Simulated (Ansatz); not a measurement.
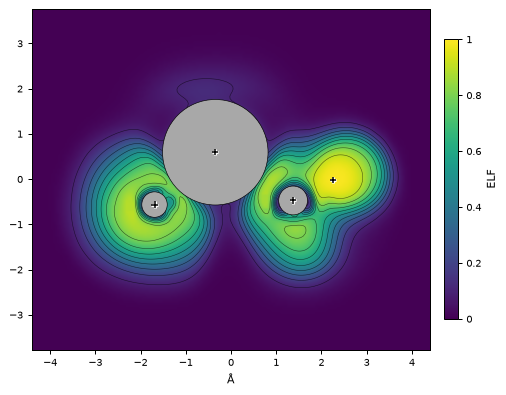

The ELF on a plane through atoms (crosses mark nuclei in the plane; grey discs cover the cores).

Theory: RKS PBE0-D4/def2-TZVPD (Ansatz).

Candidates:
A. F$_{4}$OTa (charge −1)
B. H$_{2}$NO$_{3}$W (charge −1)
C. Ag$_{3}$H$_{4}$ (charge −1)

Which candidate gave the map?

Answer. Candidate B: H$_{2}$NO$_{3}$W on the plane of atoms O4, W1 and N5, which holds W, O, N and H. W–O (1.77 Å): the ELF peaks at about 0.80 in the valence shell of O, 0.5 Å from its nucleus, and drops to about 0.35 between the two atoms. W–N (2.02 Å): the ELF peaks at about 0.90 in the valence shell of N, 0.6 Å from its nucleus, and is about 0.30 at the midpoint.
